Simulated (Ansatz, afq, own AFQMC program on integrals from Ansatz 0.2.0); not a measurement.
# TiSiH₂ (quintet): AFQMC on the coupled-cluster ladder at distance Ti1–Si2 = 4.623 Å, def2-TZVP

Aim: compute TiSiH₂ (quintet) with auxiliary-field quantum Monte Carlo on the same integrals as coupled cluster, and set the energies side by side.

The runs use Ansatz 0.2.0, Gaussian basis, and an in-house AFQMC program (afq) on its integrals; all values are calculated; def2-TZVP, frozen cores.

The runs, in order: PBE (unrestricted); CCSD(T) on UHF; CCSDT(Q) on UHF; r2SCAN (unrestricted); PBE0 (unrestricted); B3LYP (unrestricted); B2PLYP (unrestricted); Phaseless AFQMC, CISD trial on UHF.

4 further runs of the same task are left out: 4 that didn't finish.

## 1. What is computed

The geometry derives from a PBE0/def2-TZVP stationary point (not a proven minimum). One bond is set to the value named and the two fragments are kept rigid.

4 atoms, charge 0, spin multiplicity 5.

Atoms are counted from 1 here; the program's logs count them from 0.

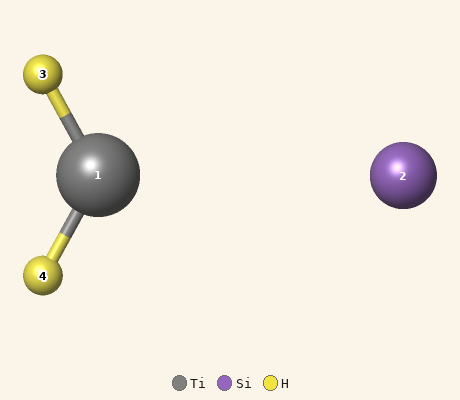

The structure; titanium grey, silicon purple, hydrogen yellow; atoms are numbered from 1 in the order of the file.

## 2. PBE (unrestricted)

The input, in.yaml:

```yaml
crystal:
  periodic: [false, false, false]
  atoms:
    - {symbol: Ti, position_ang: [0.000000, 0.000000, 1.643628]}
    - {symbol: Si, position_ang: [0.000000, 0.000000, -2.979372]}
    - {symbol: H, position_ang: [0.000000, 1.527869, 2.481111]}
    - {symbol: H, position_ang: [0.000000, -1.527869, 2.481111]}
basis:
  gaussian: {orbitals: def2-TZVP}
magnetization: {spin_polarized: true, initial_magnetization: 4}
hamiltonian: {xc: {name: PBE}}
output: {orbitals: {seedname: orbitals}}
```

On the command line:

```bash
$ ansatz run in.yaml --threads 1 --pin off --events-out ev --progress --plain --max-ram 8192MiB --backend cpu
```

Log:

```text
Functional definition: PBE
  name "PBE"
  cite "Perdew, Burke & Ernzerhof, Phys. Rev. Lett. 77, 3865 (1996) doi:10.1103/PhysRevLett.77.3865"
  parent pbe
  parameter kappa = 0.804
  parameter beta = 0.06672455060314922
  exchange = pbe_x(kappa = kappa, mu = beta*pi^2/3)
  correlation = pbe_c(beta = beta)
753 factors; their error is unknown
mean field evaluation 1: about -30949.3305 eV, gradient 9.2e1 eV
mean field evaluation 2: about -29448.1813 eV, gradient 2.4e2 eV
mean field evaluation 4: about -30997.9770 eV, gradient 4.1e1 eV
mean field evaluation 8: about -30974.8811 eV, gradient 6.0e1 eV
mean field evaluation 16: about -31008.5068 eV, gradient 1.5e-1 eV
mean field evaluation 32: about -31008.5724 eV, gradient 2.4e-5 eV
mean field evaluation 64: about -31008.4887 eV, gradient 1.8e0 eV
mean field evaluation 96: about -31008.5070 eV, gradient 2.6e-6 eV
mean field evaluation 128: about -31007.4738 eV, gradient 5.0e0 eV
mean field evaluation 160: about -31008.3191 eV, gradient 1.4e-2 eV
mean field evaluation 192: about -31008.5458 eV, gradient 8.4e-2 eV
mean field evaluation 224: about -31008.5388 eV, gradient 3.3e-1 eV
mean field evaluation 256: about -31008.5509 eV, gradient 9.4e-1 eV
mean field -31008.57235940 eV, -1139.5440158426 hartree, gradient 2.4e-6 eV, S^2 6.017516; 12 other end points of the search recorded, 0 dependent functions left out
reference -31008.57241580 eV, -1139.5440179153 hartree; 21, 17 occupied and 73, 77 virtual orbitals, 753 factors
Total energy: -31008.57241580 eV, -1139.5440179153 hartree
```

Wall time 45 s (1 thread of AMD EPYC 7R13 (Zen 3), shared host); peak memory 1.8 GiB.

From the report: ⟨S²⟩ of the determinant 6.018 (pure quintet: 6.00).

## 3. CCSD(T) on UHF

in.yaml: that of step 2 with these lines changed.

```diff
@@ -10,3 +10,2 @@
 magnetization: {spin_polarized: true, initial_magnetization: 4}
-hamiltonian: {xc: {name: PBE}}
-output: {orbitals: {seedname: orbitals}}
+correlation: {method: ccsd_t, electrons: outside_noble_gas, hamiltonian_folder: ham}
```

On the command line:

```bash
$ ansatz run in.yaml --threads 1 --pin off --events-out ev --progress --plain --max-ram 24576MiB --backend cuda --devices 0, --max-vram 18GiB
```

Log, shortened:

```text
Functional definition: HF
  name "HF"
  cite "Fock, Z. Phys. 61, 126 (1930) doi:10.1007/BF01340294"
  parent pbe
[...]
716 factors; integrals over basis functions are off by at most 8.1e-4 eV
[...]
mean field -30976.70395323 eV, -1138.3728735170 hartree, gradient 1.4e-9 eV, S^2 6.033223; 49 other end points of the search recorded, 0 dependent functions left out
determinant -30976.70395323 eV, -1138.3728735170 hartree, with singles and doubles -30981.23409714 eV, -1138.5393532351 hartree
determinant -30976.69744983 eV, -1138.3726345217 hartree, with singles and doubles -30981.23165256 eV, -1138.5392633986 hartree
determinant -30976.68055320 eV, -1138.3720135819 hartree, with singles and doubles -30981.19906583 eV, -1138.5380658583 hartree
determinant -30976.67076189 eV, -1138.3716537578 hartree, with singles and doubles -30981.19813950 eV, -1138.5380318163 hartree
[...]
determinant -30976.50079614 eV, -1138.3654076318 hartree, with singles and doubles -30980.98863272 eV, -1138.5303325841 hartree
determinant -30976.49323188 eV, -1138.3651296503 hartree, with singles and doubles -30980.91599578 eV, -1138.5276632257 hartree
determinant -30976.49025961 eV, -1138.3650204214 hartree, with singles and doubles -30980.98154023 eV, -1138.5300719399 hartree
determinant -30976.30980155 eV, -1138.3583887099 hartree, with singles and doubles -30980.81753158 eV, -1138.5240447333 hartree
14 core orbitals not correlated: weight in the atoms' cores, before any rotation towards them, 0.999 or more for the frozen orbitals, at most 0.000 for the correlated occupied ones
reference -30976.70395323 eV, -1138.3728735170 hartree; 7, 3 occupied and 73, 77 virtual orbitals, 716 factors
second order -3.38367938 eV of doubles, -0.00000000 eV of singles
cycle   1  -4.49175109 eV  change   -1.3e-6 eV  update   6.3e-6
perturbative correction -0.13233760 eV, -0.0048633169 hartree
Total energy: -30981.32804191 eV, -1138.5428056419 hartree
```

Wall time 89 s (1 × NVIDIA H100 80GB HBM3 with 1 thread of AMD EPYC 7R13 (Zen 3), shared host); peak host memory 1.8 GiB.

From the report: ⟨S²⟩ of the determinant 6.033 (pure quintet: 6.00); correlation -4.6241 eV; T1 0.031; largest double amplitude 0.10.

This run also writes the integrals to the folder ham.

## 4. CCSDT(Q) on UHF

in.yaml: that of step 3 with these lines changed.

```diff
@@ -10,2 +10,2 @@
 magnetization: {spin_polarized: true, initial_magnetization: 4}
-correlation: {method: ccsd_t, electrons: outside_noble_gas, hamiltonian_folder: ham}
+correlation: {method: ccsdt_q, electrons: outside_noble_gas}
```

The command is unchanged.

Log, shortened:

```text
Functional definition: HF
  name "HF"
  cite "Fock, Z. Phys. 61, 126 (1930) doi:10.1007/BF01340294"
  parent pbe
[...]
1290 factors; integrals over basis functions are off by at most 1.6e-7 eV
[...]
mean field -30976.70397338 eV, -1138.3728742577 hartree, gradient 1.6e-6 eV, S^2 6.033223; 49 other end points of the search recorded, 0 dependent functions left out
determinant -30976.70397338 eV, -1138.3728742577 hartree, with singles and doubles -30981.23413035 eV, -1138.5393544555 hartree
determinant -30976.69746936 eV, -1138.3726352394 hartree, with singles and doubles -30981.23168582 eV, -1138.5392646208 hartree
determinant -30976.68057298 eV, -1138.3720143089 hartree, with singles and doubles -30981.19909827 eV, -1138.5380670504 hartree
determinant -30976.67078079 eV, -1138.3716544525 hartree, with singles and doubles -30981.19817174 eV, -1138.5380330011 hartree
[...]
determinant -30976.49324981 eV, -1138.3651303091 hartree, with singles and doubles -30980.91601562 eV, -1138.5276639551 hartree
determinant -30976.49027920 eV, -1138.3650211414 hartree, with singles and doubles -30980.98156251 eV, -1138.5300727587 hartree
determinant -30976.30981899 eV, -1138.3583893511 hartree, with singles and doubles -30980.81755036 eV, -1138.5240454233 hartree
14 core orbitals not correlated: weight in the atoms' cores, before any rotation towards them, 0.999 or more for the frozen orbitals, at most 0.000 for the correlated occupied ones
reference -30976.70397338 eV, -1138.3728742577 hartree; 7, 3 occupied and 73, 77 virtual orbitals, 1290 factors
second order -3.38369804 eV of doubles, -0.00000000 eV of singles
cycle   1  -4.08730734 eV  change   -7.0e-1 eV  update   8.7e-2
[...]
cycle   5  -4.67421955 eV  change    7.9e-9 eV  update   1.1e-6
perturbative correction -0.00403095 eV, -0.0001481346 hartree
Total energy: -30981.38222388 eV, -1138.5447967926 hartree
```

Run time: 66 s. Hardware: 1 × NVIDIA H100 80GB HBM3 with 1 thread of AMD EPYC 7R13 (Zen 3), shared host; peak host memory 1.8 GiB.

From the report: ⟨S²⟩ of the determinant 6.033 (pure quintet: 6.00); correlation -4.6783 eV; T1 0.035; largest double amplitude 0.10.

## 5. r2SCAN (unrestricted)

in.yaml: that of step 4 with these lines changed.

```diff
@@ -10,2 +10,2 @@
 magnetization: {spin_polarized: true, initial_magnetization: 4}
-correlation: {method: ccsdt_q, electrons: outside_noble_gas}
+hamiltonian: {xc: {name: r2SCAN}}
```

On the command line:

```bash
$ ansatz run in.yaml --threads 1 --pin off --events-out ev --progress --plain --max-ram 8192MiB --backend cpu
```

Log, shortened:

```text
Functional definition: r2SCAN
  name "r2SCAN"
  cite "Furness, Kaplan, Ning, Perdew & Sun, J. Phys. Chem. Lett. 11, 8208 (2020) doi:10.1021/acs.jpclett.0c02405"
  cite "Furness, Kaplan, Ning, Perdew & Sun, J. Phys. Chem. Lett. 11, 9248 (2020) doi:10.1021/acs.jpclett.0c03077"
  parent r2scan
[...]
753 factors; their error is unknown
[...]
mean field -31017.11903519 eV, -1139.8581003847 hartree, gradient 7.4e-6 eV, S^2 6.036958; 17 other end points of the search recorded, 0 dependent functions left out
reference -31017.11905848 eV, -1139.8581012406 hartree; 21, 17 occupied and 73, 77 virtual orbitals, 753 factors
Total energy: -31017.11905848 eV, -1139.8581012406 hartree
```

Wall time 2.1 min (1 thread of AMD EPYC 7R13 (Zen 3), shared host); peak memory 1.8 GiB.

From the report: ⟨S²⟩ of the determinant 6.037 (pure quintet: 6.00).

## 6. PBE0 (unrestricted)

in.yaml: that of step 5 with these lines changed.

```diff
@@ -10,2 +10,3 @@
 magnetization: {spin_polarized: true, initial_magnetization: 4}
-hamiltonian: {xc: {name: r2SCAN}}
+hamiltonian: {xc: {name: PBE0}}
+output: {orbitals: {seedname: orbitals}}
```

Launched as before.

Log, shortened:

```text
Functional definition: PBE0
  name "PBE0"
  cite "Adamo & Barone, J. Chem. Phys. 110, 6158 (1999) doi:10.1063/1.478522"
  cite "Perdew, Burke & Ernzerhof, Phys. Rev. Lett. 77, 3865 (1996) doi:10.1103/PhysRevLett.77.3865"
  parent pbe
[...]
822 factors; their error is unknown
[...]
mean field -31009.89328851 eV, -1139.5925590920 hartree, gradient 9.5e-6 eV, S^2 6.024752; 15 other end points of the search recorded, 0 dependent functions left out
reference -31009.89333173 eV, -1139.5925606804 hartree; 21, 17 occupied and 73, 77 virtual orbitals, 822 factors
Total energy: -31009.89333173 eV, -1139.5925606804 hartree
```

Wall time 66 s (1 thread of AMD EPYC 7R13 (Zen 3), shared host); peak memory 1.8 GiB.

From the report: ⟨S²⟩ of the determinant 6.025 (pure quintet: 6.00).

## 7. B3LYP (unrestricted)

in.yaml: that of step 6 with these lines changed.

```diff
@@ -10,3 +10,2 @@
 magnetization: {spin_polarized: true, initial_magnetization: 4}
-hamiltonian: {xc: {name: PBE0}}
-output: {orbitals: {seedname: orbitals}}
+hamiltonian: {xc: {name: B3LYP}}
```

Same command.

Log, shortened:

```text
Functional definition: B3LYP
  name "B3LYP"
  cite "Stephens, Devlin, Chabalowski & Frisch, J. Phys. Chem. 98, 11623 (1994) doi:10.1021/j100096a001"
  cite "Becke, Phys. Rev. A 38, 3098 (1988) doi:10.1103/PhysRevA.38.3098"
  cite "Lee, Yang & Parr, Phys. Rev. B 37, 785 (1988) doi:10.1103/PhysRevB.37.785"
  cite "Vosko, Wilk & Nusair, Can. J. Phys. 58, 1200 (1980) doi:10.1139/p80-159"
[...]
812 factors; their error is unknown
[...]
mean field -31020.05970429 eV, -1139.9661679810 hartree, gradient 7.9e-6 eV, S^2 6.019094; 17 other end points of the search recorded, 0 dependent functions left out
reference -31020.05997782 eV, -1139.9661780332 hartree; 21, 17 occupied and 73, 77 virtual orbitals, 812 factors
Total energy: -31020.05997782 eV, -1139.9661780332 hartree
```

Wall time 95 s (1 thread of AMD EPYC 7R13 (Zen 3), shared host); peak memory 1.8 GiB.

From the report: ⟨S²⟩ of the determinant 6.019 (pure quintet: 6.00).

## 8. B2PLYP (unrestricted)

in.yaml: that of step 7 with these lines changed.

```diff
@@ -10,2 +10,3 @@
 magnetization: {spin_polarized: true, initial_magnetization: 4}
-hamiltonian: {xc: {name: B3LYP}}
+hamiltonian: {xc: {name: B2PLYP}}
+correlation: {electrons: outside_noble_gas}
```

Same command.

Log, shortened:

```text
Functional definition: B2PLYP
  name "B2PLYP"
  cite "Grimme, J. Chem. Phys. 124, 034108 (2006) doi:10.1063/1.2148954"
  cite "Becke, Phys. Rev. A 38, 3098 (1988) doi:10.1103/PhysRevA.38.3098"
  cite "Lee, Yang & Parr, Phys. Rev. B 37, 785 (1988) doi:10.1103/PhysRevB.37.785"
[...]
716 factors; integrals over basis functions are off by at most 8.1e-4 eV
[...]
mean field -31007.22017363 eV, -1139.4943239323 hartree, gradient 1.2e-9 eV, S^2 6.021949; 9 other end points of the search recorded, 0 dependent functions left out
14 core orbitals not correlated: weight in the atoms' cores, before any rotation towards them, 0.999 or more for the frozen orbitals, at most 0.000 for the correlated occupied ones
reference -31007.22034786 eV, -1139.4943303350 hartree; 7, 3 occupied and 73, 77 virtual orbitals, 716 factors
second order -4.59164520 eV of doubles, -0.00000000 eV of singles
Total energy: -31008.46009206 eV, -1139.5398900941 hartree
```

Run time: 1.7 min. Hardware: 1 thread of AMD EPYC 7R13 (Zen 3), shared host; peak memory 1.8 GiB.

From the report: ⟨S²⟩ of the determinant 6.022 (pure quintet: 6.00).

## 9. Phaseless AFQMC, CISD trial on UHF

It reads the integrals that the CCSD(T) run on this determinant wrote.

On the command line:

```bash
$ afq ham --method phaseless --trial cisd --walkers 2100 --populations 20 --least-time 60 --time-step 0.005 --steps-per-block 50 --equilibration-blocks 40 --max-blocks 4000 --target-error 0.00038 --factor-cut 1e-05 --start spin_pure --seed 5464 --release-times 0.24,0.51,0.99,1.62,2.4 --release-step 0.03 --release-every 3 --taylor-order 6
```

Log:

```text
orbitals 80  electrons 7 3  factors 602 of 716
reference energy -1138.37287352 Eh
CCSD correlation -0.16506901 Eh in 22 cycles, weight of the determinant in the CISD state 0.8597
energy of the start -1138.537370 Eh
 block  time / (1/Eh)  mean weight  energy / Eh
     1     0.250  0.9998  -1138.535688
     2     0.500  1.0001  -1138.536127
     3     0.750  1.0002  -1138.536964
     4     1.000  0.9999  -1138.538027
     5     1.250  0.9999  -1138.539095
     6     1.500  1.0000  -1138.539719
     7     1.750  0.9999  -1138.540290
     8     2.000  1.0001  -1138.540769
     9     2.250  0.9997  -1138.541503
    10     2.500  0.9999  -1138.541670
    11     2.750  1.0001  -1138.542180
    13     3.250  1.0001  -1138.542397
    15     3.750  1.0000  -1138.542740
    17     4.250  0.9999  -1138.543115
    19     4.750  1.0000  -1138.543559
    21     5.250  1.0001  -1138.543311
    23     5.750  1.0001  -1138.543890
    25     6.250  0.9999  -1138.543226
    27     6.750  1.0002  -1138.543878
    29     7.250  1.0002  -1138.542609
    31     7.750  1.0000  -1138.543109
    33     8.250  1.0004  -1138.543348
    35     8.750  0.9996  -1138.543243
    37     9.250  0.9995  -1138.543570
    39     9.750  1.0000  -1138.542990
    41    10.250  1.0008  -1138.543546
    43    10.750  1.0001  -1138.535722
    45    11.250  1.0001  -1138.542664
    47    11.750  0.9997  -1138.542903
    49    12.250  0.9999  -1138.543358
    51    12.750  0.9998  -1138.543046
    53    13.250  1.0004  -1138.543145
    55    13.750  0.9993  -1138.543219
    57    14.250  1.0005  -1138.542787
    59    14.750  0.9998  -1138.543309
    61    15.250  1.0004  -1138.543514
    63    15.750  1.0001  -1138.543384
    65    16.250  0.9997  -1138.542730
    67    16.750  0.9999  -1138.543052
    69    17.250  1.0005  -1138.543173
    71    17.750  1.0001  -1138.543648
    73    18.250  1.0005  -1138.543424
    75    18.750  0.9999  -1138.543674
    77    19.250  1.0001  -1138.544016
    79    19.750  1.0001  -1138.544055
    81    20.250  1.0001  -1138.543799
    83    20.750  0.9999  -1138.543957
    85    21.250  0.9996  -1138.544196
    87    21.750  1.0005  -1138.543364
    89    22.250  0.9991  -1138.543947
error from the spread of 20 populations
released: time / (1/Eh)  energy / Eh  error  mean overlap
  0.24  -1138.536656  0.007137  1.0004
  0.51  -1138.543953  0.000144  0.9959
  0.99  -1138.544266  0.000187  1.0027
  1.62  -1138.544618  0.000138  0.9937
  2.40  -1138.545269  0.000584  0.9963
energy -1138.543270 +/- 0.000236 Eh
```

Run time: 9.6 min. Hardware: 1 × NVIDIA H100 80GB HBM3 with 2 threads of AMD EPYC 7R13 (Zen 3), shared host; peak host memory 1.8 GiB.

Energy -30981.3407 ± 0.0064 eV. Caveats: constraint bias not in the error.

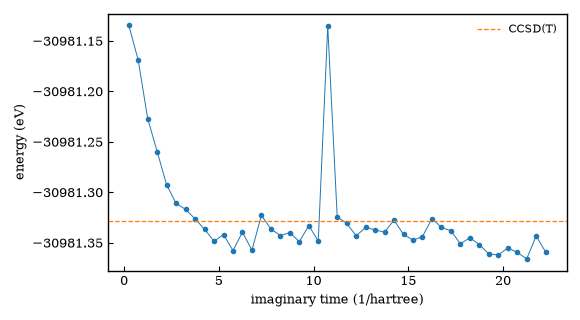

Block energies along the walk.

## 10. AFQMC on the ladder

On the UHF determinant, counted from CCSDT(Q) (a yardstick, not exact):

```csv
level,energy (eV),from CCSDT(Q) (kcal/mol),statistical error (kcal/mol),time
HF,-30976.7040,+107.88,,
MP2,-30980.0876,+29.85,,
CCSD,-30981.1957,+4.30,,
CCSD(T),-30981.3280,+1.25,,
CCSDT(Q),-30981.3822,0.00,,
"Phaseless AFQMC, CISD trial, step 0.005, 2100 walkers",-30981.3407,+0.96,0.15,9.6 min
```

The functionals' totals stand on their own zeros and serve differences with other points: PBE -31008.572 eV; r2SCAN -31017.119 eV; PBE0 -31009.893 eV; B3LYP -31020.060 eV; B2PLYP -31008.460 eV.

## 11. What came out

| quantity | value |
| --- | --- |
| CCSD(T) on UHF from CCSDT(Q) | +1.25 kcal/mol |
| Phaseless AFQMC, CISD trial on UHF from CCSDT(Q) | +0.96 ± 0.15 kcal/mol |

What this shows: On UHF the phaseless walk with the CISD trial lies +0.96 kcal/mol from CCSDT(Q), 6 times its error bar. Error bars are statistical and leave out the constraint, the time step and what remains of the start.
